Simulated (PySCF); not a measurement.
Molecule: C6H3MnO5, SMILES [C-](#[O+])->[Mn]([CH3])(<-[C-]#[O+])(<-[C-]#[O+])(<-[C-]#[O+])<-[C-]#[O+]. Atoms near the plane z = 0.0 Å, at the GFN2-xTB optimised geometry (x, y, z in Å): Mn1 (0.0, 0.1, 0.0), O2 (-2.9, 0.8, 0.0), C3 (-1.8, 0.5, 0.0), O6 (2.9, 0.2, 0.0), C7 (1.7, 0.1, 0.0), O10 (-0.4, -2.8, -0.1), C11 (-0.3, -1.7, -0.1), C12 (0.3, 2.3, 0.1), H13 (-0.6, 2.8, 0.4), H14 (0.6, 2.7, -0.8), H15 (1.0, 2.6, 0.9).

Level of theory: PySCF 2.14.0 with PBE0/def2-TZVP. Cells within 0.4 Å of a nucleus heavier than hydrogen are left out (blank, or x). The values are rescaled to run from 0 to 1.

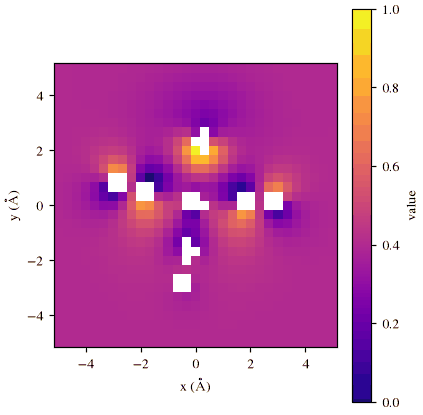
*a field on the plane z = 0.0 Å.*

**Question.** Which quantity is mapped?
(A) log10 of the electron density
(B) deformation density (molecule minus spherical neutral atoms)
(C) electron localisation function
(D) an orbital amplitude

**Answer.** D, an orbital amplitude. In full: LUMO amplitude (bohr^(-3/2)).
